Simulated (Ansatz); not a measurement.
## Fields on a plane of LiH (rock salt)

```
LiH
1.0
    0.00000     2.00272     2.00272
    2.00272     0.00000     2.00272
    2.00272     2.00272     0.00000
Li H
1 1
Cartesian
  0.00000   0.00000   0.00000
  2.00272   2.00272   2.00272
```

The slice is a {110} plane (indices of the conventional cell) through the point (0.000, 0.000, 0.000) (fractional), spanned by u = [100] and v = [1 -1 -1] in vectors of this cell: u (2.83 Å) and v (4.01 Å, at 90° to u). It covers one period; positions are fractions (u, v).

Atoms on it: Li at (0.00, 0.00); H at (0.00, 0.50).

These are r2SCAN (plane waves to 500 eV, PAW, scalar-relativistic; Ansatz, an electronic-structure program) values and carry that method's errors. k mesh 14×14×14. Inside the PAW spheres the values are not all-electron values, and peaks at nuclei hang on which shells count as valence. LiH was relaxed with its symmetry unable to fall.

```
|xxxx7700000000000000000077xx|
|8877220000000000000000002277|
|1100000000000000000000000000|
|0000000000000000000000000000|
|3333332211000000000011223333|
|9999887744110000001144778899|
|9999999977331100113377999999|
|9999999988551100115588999999|
|xxxx9999996611001166999999xx|
|xxxx9999996622002266999999xx|
|xxxx9999996611001166999999xx|
|9999999988551100115588999999|
|9999999977331100113377999999|
|9999887744110000001144778899|
|3333332211000000000011223333|
|0000000000000000000000000000|
|1100000000000000000000000000|
|8877220000000000000000002277|
|xxxx7700000000000000000077xx|
|xxxx8811000000000000001188xx|
```
Scale: ten equal steps from 0.01 (start of '0') to 1.00 (end of '9'), in the order '0123456789'. Values: electron localisation function (ELF). The map has 14 points along u (two characters each, u = 0 at the left) and 20 along v (v = 0 in the bottom row). Points within 0.4 Å of a nucleus are blanked (x), as the pseudised field means little there.

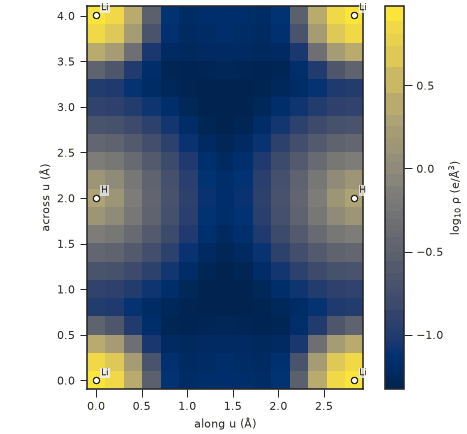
*Log₁₀ of the valence density in e/Å³, one period of the plane, atoms marked. The scale is logarithmic, as a density can span decades between atoms and voids.*

The density on the Li–H line (2.00 Å) at its density minimum, 0.9 Å from Li is 0.10 e/Å³ and the ELF at that point is 0.1. Character of the Li–H contact (rough rule: ELF there above 0.7 covalent, below 0.2 ionic, polar between): closed-shell (ionic).
